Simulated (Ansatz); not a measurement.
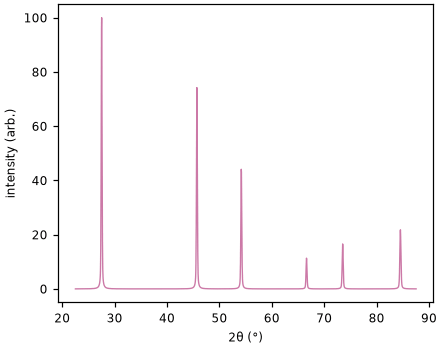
Figure. Simulated powder pattern, Cu Kα, λ = 1.54184 Å

The pattern belongs to a structure relaxed with r²SCAN in the plane-wave PAW code Ansatz.

**Question.** Which compound is it?
A) Re, diamond
B) Sc, diamond
C) Pt, diamond
D) Rh, diamond

**Answer.** A, Re, diamond

Space group Fd-3m (diamond). The start of the workflow was typed in or built on a structure type; neither database checked (COD, Materials Project) lists it. It is not the phase usual at ambient conditions (space group No. 194). The cell was relaxed with r²SCAN under the symmetry of its start. At this level the phase is mechanically unstable. The run is not spin-polarised. Scalar-relativistic: spin–orbit coupling is off unless named, which matters more the heavier the elements.

Potentials: the earlier of the program's two PAW sets.
